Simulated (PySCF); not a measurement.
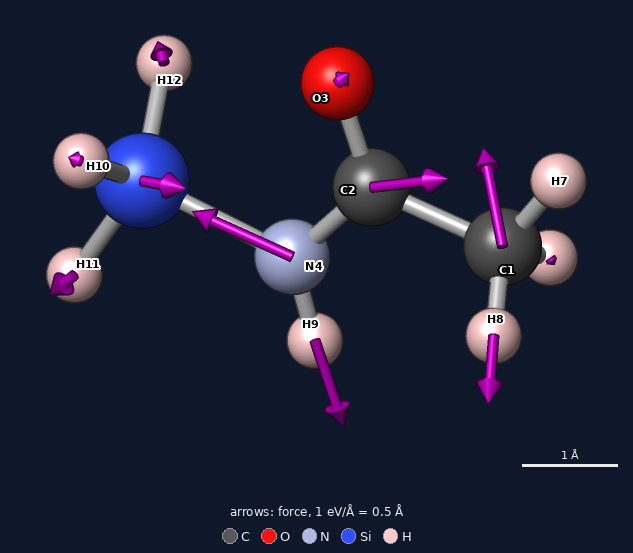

Starting geometry of C$_{2}$H$_{7}$NOSi with the computed forces as purple arrows. The picture is a ball-and-stick view, seen at a tilt.

The start comes from GFN2-xTB. Its atoms were then displaced at random by about 0.01 Å.

These are results of PySCF, PBE0-D3(BJ)/def2-SVP geometry optimisation, gas phase, not measurements. 

Q: What follows when this structure is relaxed?

A: It isn't relaxed: the largest force vector, on the N atom, is 2.36 eV/Å. The final displacements follow the starting forces only in part (cosine between the two patterns 0.33). The atom that moves furthest after the best rigid fit is an H atom (0.13 Å). By element the largest moves are H 0.13 Å, O 0.12 Å, C 0.06 Å, N 0.04 Å, Si 0.02 Å. Near-neighbour distances that change, for instance: O–Si 2.681 → 2.820 Å, C–N 1.324 → 1.369 Å, C–H 1.057 → 1.101 Å, H–Si 1.453 → 1.494 Å. Bond angles that change, for instance: C–N–Si 112.9° → 116.9°, N–Si–H 108.1° → 111.5°, N–Si–H 108.5° → 111.6°. Over 6 geometry steps the energy falls by 19.0 kJ/mol.
